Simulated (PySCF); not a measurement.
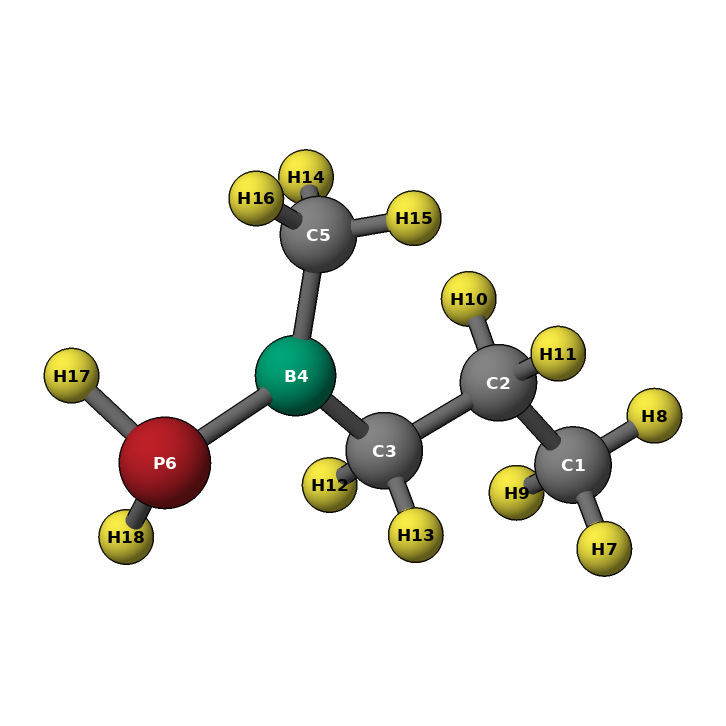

The geometry was computed by an optimisation with GFN2-xTB. No frequency run is at hand to confirm it as a minimum. Method: GIAO PBE0/pcSseg-1 NMR shielding, non-relativistic, gas phase (PySCF 2.14.0). Principal shieldings σ11 ≤ σ22 ≤ σ33, span Ω = σ33 − σ11, skew κ = 3(σiso − σ22)/Ω.

Give the shielding tensors of the B atoms.

| atom | σ11 | σ22 | σ33 | σiso | Ω | κ |
| --- | --- | --- | --- | --- | --- | --- |
| B4 | −72.1 | −45.1 | 121.7 | 1.5 | 193.8 | 0.72 |

Shieldings and span in ppm.

The geometry is semi-empirical. Around B, P such bond lengths and angles can be off by a tenth of an ångström or more and by several degrees, and values that hang on the shape move with them.
